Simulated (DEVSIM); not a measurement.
Structure: double heterostructure, GaAs between p- and n-type In0.49Ga0.51P, at 300 K.

```tsv
layer (left to right)	material	thickness (μm)	Nd (cm⁻³)	Na (cm⁻³)	τn (s)	τp (s)
1	In0.49Ga0.51P	0.0730	3.7e17	-	1.3e-9	1.3e-9
2	GaAs	0.0400	-	1.4e15	1.3e-9	1.3e-9
3	In0.49Ga0.51P	0.270	-	8.1e17	1.3e-9	1.3e-9
```

Left contact: ohmic. Right contact: ohmic. Voltage is applied to the left contact. Recombination: SRH at mid-gap, radiative, Auger. Mobility is μmin + (μ − μmin)/(1 + (N/Nref)^α).

Constants are typed, rounded textbook-type inputs, not results; the design itself was drawn at random and stands for no fabricated device. Values at 300 K.

```
parameter      In0.49Ga0.51P    GaAs
-------------  -------------  ------
gap (eV)                1.89   1.424
affinity (eV)              4    4.07
permittivity            11.8    12.9
Nc (cm⁻³)               9e17  4.7e17
Nv (cm⁻³)             1.3e19    9e18
μn (cm²/Vs)             1500    8500
μp (cm²/Vs)               80     400
μn,min                   400     500
μp,min                    15      20
Nref,n                  2e16    6e16
Nref,p                1.5e17  1.5e17
αn                       0.7    0.39
αp                       0.8    0.38
B (cm³/s)              1e-10   2e-10
Cn (cm⁶/s)             3e-30   1e-30
Cp (cm⁶/s)             3e-30   1e-30
```

Simulated with DEVSIM: 1D drift-diffusion, Boltzmann statistics, complete ionisation; no tunnelling, impact ionisation, image-force lowering or self-heating. Band offsets follow the typed affinities; no thermionic-emission limit at abrupt steps, no polarisation charge.

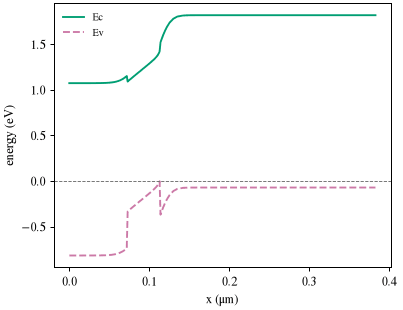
*Band edges at -1.05 V on the left contact*

Energies count from the Fermi level of the right contact; mesh points crowd at the junctions.

| x (μm) | Ec (eV) | Ev (eV) | n (cm⁻³) | p (cm⁻³) | field (V/cm) |
|---|---|---|---|---|---|
| 0.000 | 1.073 | -0.817 | 3.7e17 | < 1e2 | ≈ 0 |
| 0.004578 | 1.073 | -0.817 | 3.7e17 | 19000 | 11 |
| 0.01228 | 1.073 | -0.817 | 3.7e17 | 50000 | 29 |
| 0.02697 | 1.073 | -0.817 | 3.7e17 | 110000 | 250 |
| 0.05291 | 1.080 | -0.810 | 2.8e17 | 280000 | 11000 |
| 0.06399 | 1.106 | -0.784 | 1.0e17 | 820000 | 40000 |
| 0.07057 | 1.142 | -0.748 | 2.6e16 | 3400000 | 71000 |
| 0.07558 | 1.110 | -0.314 | 4.6e16 | 4.6e13 | 74000 |
| 0.08129 | 1.152 | -0.272 | 9.1e15 | 2.3e14 | 73000 |
| 0.09138 | 1.225 | -0.199 | 5.4e14 | 3.9e15 | 72000 |
| 0.1017 | 1.300 | -0.124 | 3.0e13 | 7.2e16 | 75000 |
| 0.1104 | 1.377 | -0.047 | 1.5e12 | 1.4e18 | 120000 |
| 0.1141 | 1.520 | -0.370 | 1.1e10 | 8.0e12 | 260000 |
| 0.1194 | 1.641 | -0.249 | 1.1e8 | 8.6e14 | 190000 |
| 0.1351 | 1.803 | -0.087 | 200000 | 4.5e17 | 31000 |
| 0.1608 | 1.818 | -0.072 | 100000 | 8.1e17 | 140 |
| 0.2071 | 1.818 | -0.072 | 79000 | 8.1e17 | ≈ 0 |
| 0.2858 | 1.818 | -0.072 | 44000 | 8.1e17 | ≈ 0 |
| 0.3450 | 1.818 | -0.072 | 17000 | 8.1e17 | ≈ 0 |
| 0.3651 | 1.818 | -0.072 | 8000 | 8.1e17 | ≈ 0 |
| 0.3762 | 1.818 | -0.072 | 3000 | 8.1e17 | ≈ 0 |
| 0.3830 | 1.818 | -0.072 | < 1e2 | 8.1e17 | ≈ 0 |
